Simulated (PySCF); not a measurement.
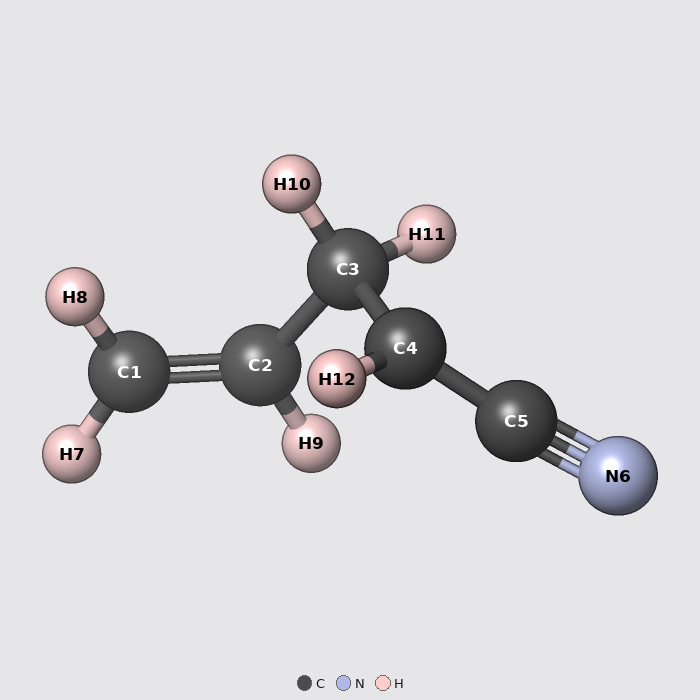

Charge −1, singlet. Computed geometry: GFN2-xTB optimisation. No frequency run is at hand to confirm it as a minimum. Method: delta-SCF UKS SCAN, pcX-2 on the ionised atom, pcseg-1 elsewhere, spin-free X2C (PySCF 2.14.0).

Give the core-electron binding energies (to vacuum) of C1 1s, C2 1s, C3 1s, C4 1s, C5 1s, N6 1s.

```
atom  level  binding energy (eV)
  C1     1s                284.9
  C2     1s                285.6
  C3     1s                286.2
  C4     1s                283.9
  C5     1s                285.3
  N6     1s                397.6
```
